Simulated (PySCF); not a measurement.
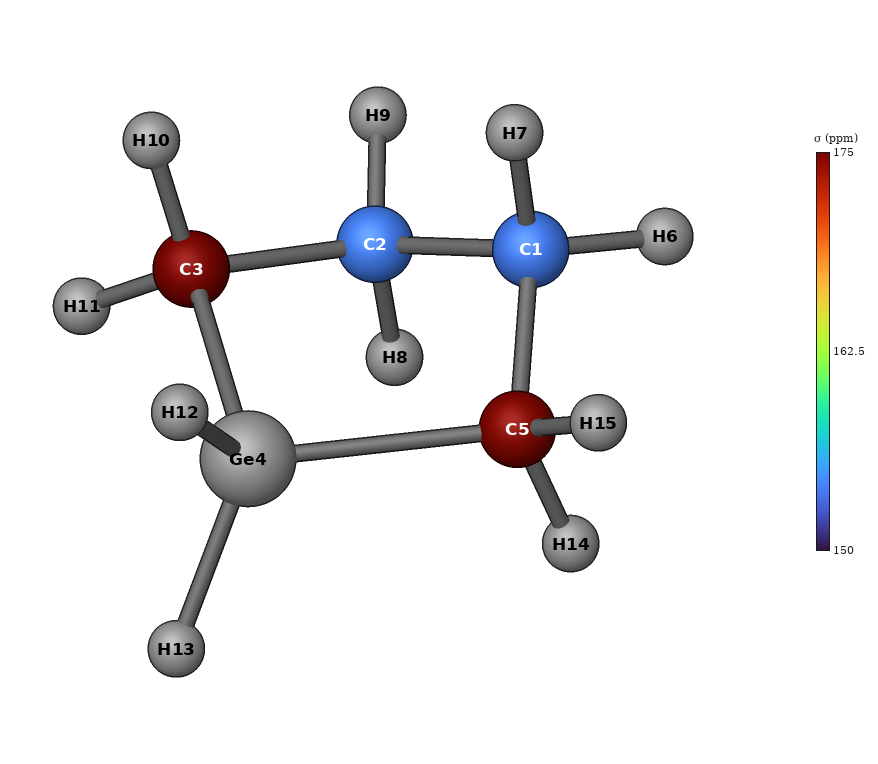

Atoms are coloured by their isotropic NMR shieldings (C only, the others grey). The computed structure is the end point of a GFN2-xTB optimisation. No frequency run is at hand to confirm it as a minimum. Properties computed with GIAO PBE0/pcSseg-1 NMR shielding, non-relativistic, gas phase (PySCF 2.14.0).

List the isotropic NMR shieldings of the C atoms.

| atom | σ (ppm) |
| --- | --- |
| C1 | 154.0 |
| C2 | 154.0 |
| C3 | 174.8 |
| C5 | 174.6 |

The geometry is semi-empirical. Around Ge such bond lengths and angles can be off by a tenth of an ångström or more and by several degrees, and values that hang on the shape move with them.
